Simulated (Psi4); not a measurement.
# AlNH2F (SMILES [NH2][Al][F]) at UCAM-B3LYP/def2-TZVP

What is the vertical doublet–quartet gap of AlNH2F at UCAM-B3LYP/def2-TZVP? 

The results are computed with Psi4 1.11.

2 further runs of the same task are left out: 2 set aside as unsound or not needed.

### Step 1. The system as given

AlNH2F: 5 atoms, total charge 0, spin state doublet. As SMILES, `[NH2][Al][F]`. The coordinates come from a PBE0-D4/def2-TZVP relaxation. This is one conformer, not always the lowest.

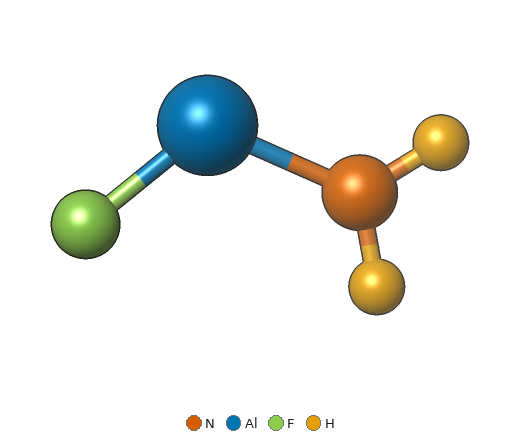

The structure, seen from a chosen angle (nitrogen orange, aluminium blue, fluorine green, hydrogen amber).

### Step 2. The energy at UCAM-B3LYP/def2-TZVP

File calc.inp:

```
memory 1600 mb

molecule geom {
  0 2
  N     -0.72697764     0.94297334    -0.49850975
  Al     1.19430691    -0.53441455     1.79429496
  F      2.32190649    -3.37656264     1.11493841
  H     -1.51990672     2.66130130    -0.30745844
  H     -1.17484273     0.16742973    -2.18149984
  units bohr
  symmetry c1
}

set globals {
  basis                def2-TZVP
  reference            uks
  puream               true
  e_convergence        1e-09
  d_convergence        1e-08
  scf_type             pk
  dft_radial_points    99
  dft_spherical_points 590
  maxiter              200
}

e = energy("cam-b3lyp")
```

Command:

```console
$ psi4 -n 1 calc.inp calc.out
```

calc.out:

```text
[...]
  Running in c1 symmetry.
[...]
  Nuclear repulsion =   91.986394517979079
[...]
  Multiplicity = 2
[...]
  Nalpha       = 16
  Nbeta        = 15
[...]
    Number of basis functions: 111
[...]
   @UKS iter   1:  -397.98318526251546   -5.01196e-01   8.76306e-03 DIIS/ADIIS
[...]
   @UKS iter  13:  -398.33933914352599   -1.01750e-11   4.84301e-09 DIIS
[...]
   @S^2 Observed:                7.511963451E-01
[...]
    Orbital Energies [Eh]
    ---------------------
    Alpha Occupied:
       1A    -56.107956     2A    -24.709129     3A    -14.365034
       4A     -4.217937     5A     -2.772681     6A     -2.770992
       7A     -2.767326     8A     -1.215748     9A     -0.914725
      10A     -0.555653    11A     -0.539110    12A     -0.489311
      13A     -0.473686    14A     -0.467281    15A     -0.337630
      16A     -0.271189
    Alpha Virtual:
      17A      0.013812    18A      0.057450    19A      0.065514
      20A      0.129860    21A      0.136019    22A      0.191224
      23A      0.222399    24A      0.229707    25A      0.241125
[...]
  @UKS Final Energy:  -398.33933914352599
   => Energetics <=
    Nuclear Repulsion Energy =             91.9863945179790790
    One-Electron Energy =                -736.0313694093831600
    Two-Electron Energy =                 273.2962579533098051
    DFT Exchange-Correlation Energy =     -27.5906222054317105
    Empirical Dispersion Energy =           0.0000000000000000
    VV10 Nonlocal Energy =                  0.0000000000000000
    Total Energy =                       -398.3393391435259900
[...]
 Multipole Moments:
 ------------------------------------------------------------------------------------
     Multipole            Electronic (a.u.)      Nuclear  (a.u.)        Total (a.u.)
 ------------------------------------------------------------------------------------
 L = 1.  Multiply by 2.5417464519 to convert [e a0] to [Debye]
 Dipole X            :          2.6496414           -3.0816253           -0.4319839
 Dipole Y            :         -2.5752272            3.3503810            0.7751538
 Dipole Z            :          2.6105237           -2.6717854           -0.0612617
 Magnitude           :                                                    0.8895091
[...]
```

Wall time 22 s (1 thread of Intel Xeon Gold 6455B (Sapphire Rapids), shared host); peak memory 0.77 GiB.

### Step 3. The quartet

File alfh2n.xyz:

```xyz
5
AlFH2N
N     -0.384700     0.499000    -0.263800
Al     0.632000    -0.282800     0.949500
F      1.228700    -1.786800     0.590000
H     -0.804300     1.408300    -0.162700
H     -0.621700     0.088600    -1.154400
```

File run.py:

```python
import psi4

psi4.set_memory('1600 MB')
psi4.set_num_threads(1)
psi4.set_output_file('psi4.out', False)

with open('alfh2n.xyz') as f:
    atoms = ''.join(f.readlines()[2:])
m = psi4.geometry('0 4\n' + atoms + 'symmetry c1')

psi4.set_options({
    'basis': 'def2-TZVP',
    'reference': 'uks',
    'puream': True,
    'e_convergence': 1e-09,
    'd_convergence': 1e-08,
    'scf_type': 'pk',
    'dft_radial_points': 99,
    'dft_spherical_points': 590,
    'maxiter': 200,
})

energy_value, wavefunction = psi4.energy("CAM-B3LYP", return_wfn=True)
psi4.oeprop(wavefunction, "MAYER_INDICES", "WIBERG_LOWDIN_INDICES", "QUADRUPOLE")
print('E =', round(energy_value, 9))
for k, v in sorted(psi4.core.scalar_variables().items()):
    print(f'{k:45s} {v:18.10f}')
```

Command:

```console
$ python run.py
```

psi4.out:

```text
[...]
  Running in c1 symmetry.
[...]
  Nuclear repulsion =   91.986394529846010
[...]
  Multiplicity = 4
[...]
  Nalpha       = 17
  Nbeta        = 14
[...]
    Number of basis functions: 111
[...]
   @UKS iter   1:  -397.96828830731368   -4.86299e-01   6.13156e-03 DIIS/ADIIS
[...]
   @UKS iter  12:  -398.13370666110012   -1.88720e-11   6.91980e-09 DIIS
[...]
   @S^2 Observed:                3.753778852E+00
[...]
    Orbital Energies [Eh]
    ---------------------
    Alpha Occupied:
       1A    -56.083498     2A    -24.684646     3A    -14.548712
       4A     -4.196998     5A     -2.751251     6A     -2.749532
       7A     -2.748449     8A     -1.193423     9A     -1.088289
      10A     -0.700315    11A     -0.633763    12A     -0.545566
      13A     -0.498679    14A     -0.453487    15A     -0.450711
      16A     -0.267952    17A     -0.135750
    Alpha Virtual:
      18A      0.005432    19A      0.059213    20A      0.067563
      21A      0.106414    22A      0.196361    23A      0.209459
      24A      0.212299    25A      0.241156    26A      0.244645
[...]
  @UKS Final Energy:  -398.13370666110012
   => Energetics <=
    Nuclear Repulsion Energy =             91.9863945298460095
    One-Electron Energy =                -734.9552839407342617
    Two-Electron Energy =                 272.3909650898849009
    DFT Exchange-Correlation Energy =     -27.5557823400968225
    Empirical Dispersion Energy =           0.0000000000000000
    VV10 Nonlocal Energy =                  0.0000000000000000
    Total Energy =                       -398.1337066611001205
[...]
 Multipole Moments:
 ------------------------------------------------------------------------------------
     Multipole            Electronic (a.u.)      Nuclear  (a.u.)        Total (a.u.)
 ------------------------------------------------------------------------------------
 L = 1.  Multiply by 2.5417464519 to convert [e a0] to [Debye]
 Dipole X            :          1.4704953           -3.0816253           -1.6111299
 Dipole Y            :         -1.8703120            3.3503810            1.4800690
 Dipole Z            :          0.9965278           -2.6717854           -1.6752576
 Magnitude           :                                                    2.7555094
 L = 2.  Multiply by 1.3450342976 to convert [e a0^2] to [Debye ang]
 Quadrupole XX       :        -67.1976079           48.3013851          -18.8962228
 Quadrupole XY       :         58.8002675          -62.4492263           -3.6489587
[...]
```

On the terminal:

```text
E = -398.133706661
CURRENT ENERGY                                   -398.1337066611
CURRENT REFERENCE ENERGY                         -398.1337066611
DD SOLVATION ENERGY                                 0.0000000000
DFT FUNCTIONAL TOTAL ENERGY                      -398.1337066611
DFT TOTAL ENERGY                                 -398.1337066611
DFT VV10 ENERGY                                     0.0000000000
DFT XC ENERGY                                     -27.5557823401
GRID ELECTRONS ALPHA                               17.0000001733
GRID ELECTRONS BETA                                14.0000001566
GRID ELECTRONS TOTAL                               31.0000003299
NUCLEAR REPULSION ENERGY                           91.9863945298
ONE-ELECTRON ENERGY                              -734.9552839407
PCM POLARIZATION ENERGY                             0.0000000000
PE ENERGY                                           0.0000000000
SCF ITERATION ENERGY                             -398.1337066611
SCF ITERATIONS                                     12.0000000000
SCF TOTAL ENERGY                                 -398.1337066611
TWO-ELECTRON ENERGY                               272.3909650899
XC GRID RADIAL POINTS                              99.0000000000
XC GRID SPHERICAL POINTS                          590.0000000000
XC GRID TOTAL POINTS                           280330.0000000000
```

Run time: 20 s. Hardware: 1 thread of Intel Xeon Gold 6455B (Sapphire Rapids), shared host; peak memory 0.77 GiB.

### Step 4. Outcome

Level: UCAM-B3LYP/def2-TZVP.

```
                                        quantity          value
                           doublet: total energy  -398.33934 Eh
                          doublet: dipole moment         2.26 D
     doublet: HOMO energy (highest over α and β)       -7.38 eV
      doublet: LUMO energy (lowest over α and β)       -1.78 eV
                                   doublet: ⟨S²⟩          0.751
                           quartet: total energy  -398.13371 Eh
                          quartet: dipole moment         7.00 D
     quartet: HOMO energy (highest over α and β)       -3.69 eV
                                   quartet: ⟨S²⟩          3.754
vertical energy of the quartet above the doublet       5.596 eV
```

**Reading.** At this shape the quartet lies 5.60 eV (540 kJ/mol) above the doublet.
